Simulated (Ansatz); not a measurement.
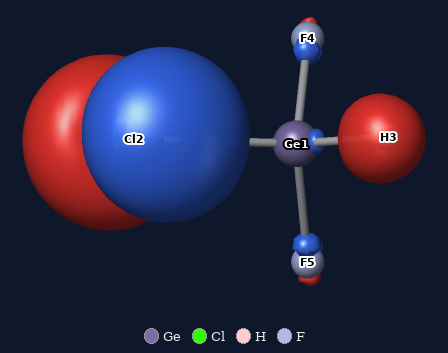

*ClF$_{2}$GeH. The HOMO at ±0.15 Å⁻³ᐟ² (red and blue are the two phases), seen at a tilt.*

Level of theory: RHF/def2-SVP in Ansatz 0.2.0.

The calculation's input:

```
crystal:
  periodic: [false, false, false]
  atoms:
    - { symbol: Ge, position_ang: [0.0, 0.0, 0.0] }
    - { symbol: Cl, position_ang: [0.0, 0.0, 2.22] }
    - { symbol: H, position_ang: [1.4616, 0.0, -0.5162] }
    - { symbol: F, position_ang: [-0.7913, 1.3709, -0.5594] }
    - { symbol: F, position_ang: [-0.7913, -1.3709, -0.5594] }
basis:
  gaussian: { orbitals: def2-SVP }
hamiltonian:
  xc: hf
relax:
  f_tol: 0.02
  max_steps: 40
output:
  orbitals: {}
```

Command:

```sh
ansatz run input.yaml --threads 1 --pin off --max-ram 2048MiB --backend cpu --events-out ev --progress --plain --runs-dir out
```

The fields are those of the run's last geometry, not of the input's.

Where does this orbital lie, and at what energy?

Its weight (Hirshfeld) is mainly on Cl2 (about 85 %) and Ge1 (about 10 %); largely a lone pair of Cl2. Its energy is −13.38 eV.
